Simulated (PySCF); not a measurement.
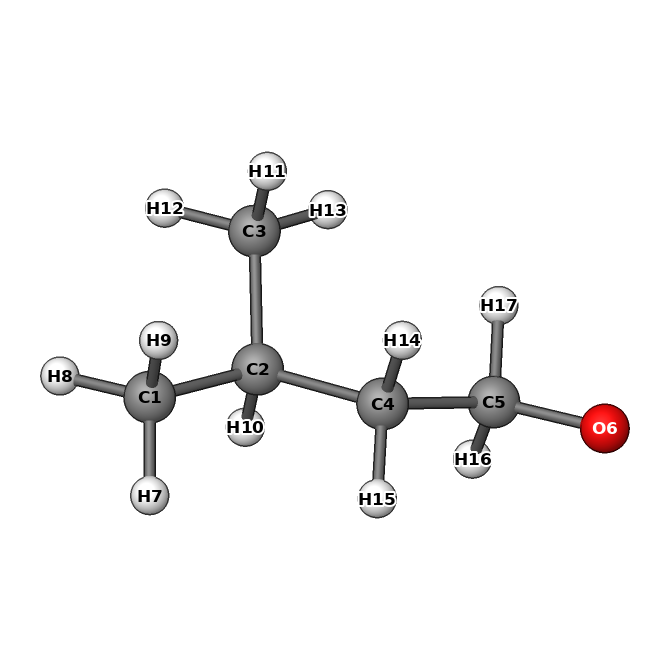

The questions are on Mulliken spin populations. State: neutral, doublet. The geometry was computed by an optimisation with GFN2-xTB. No frequency run is at hand to confirm it as a minimum. Level of theory: UKS B3LYP, pcH-1 on C H O, non-relativistic (PySCF 2.14.0).

> Which atom carries the largest spin population?

O6 (0.84 e).

> Which atom has the lowest spin population?

C5 (−0.08 e); a negative value comes from spin polarisation.

List the Mulliken spin populations.

```tsv
atom	value (e)
C1	0.00
C2	0.00
C3	0.00
C4	0.01
C5	−0.08
O6	0.84
H7	0.00
H8	0.00
H9	0.00
H10	0.00
H11	0.00
H12	0.00
H13	0.00
H14	0.00
H15	0.01
H16	0.07
H17	0.15
```

The run warned: orbitally degenerate or nearly so: second-order g, spin-orbit hyperfine and D do not apply.

Mulliken values depend strongly on the basis set.
